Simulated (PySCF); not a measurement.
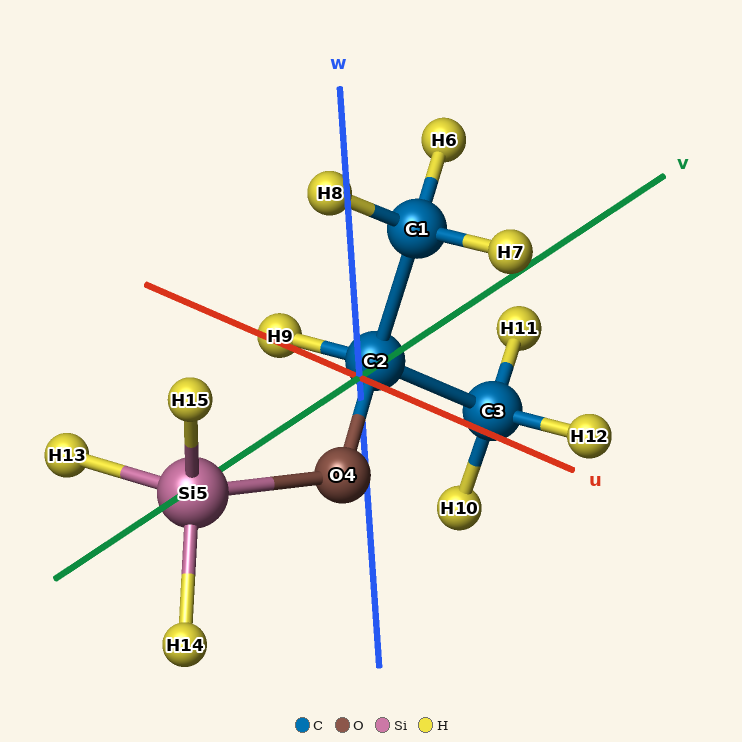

The lines u, v and w are the principal axes of the static dipole polarisability. The geometry was computed by an optimisation with PBE0-D3(BJ)/def2-SVP. No frequency run is at hand to confirm it as a minimum. Level of theory: CAM-B3LYP/def2-SVPD (PySCF 2.14.0).

Along which axis is the molecule most polarisable, and along which least?

Answer. Most along v (close to the long direction C3···Si5), least along u.

Give the three principal values.

Answer. u 62.8, v 77.4, w 67.6 bohr³; mean 69.3, anisotropy 12.9 bohr³.
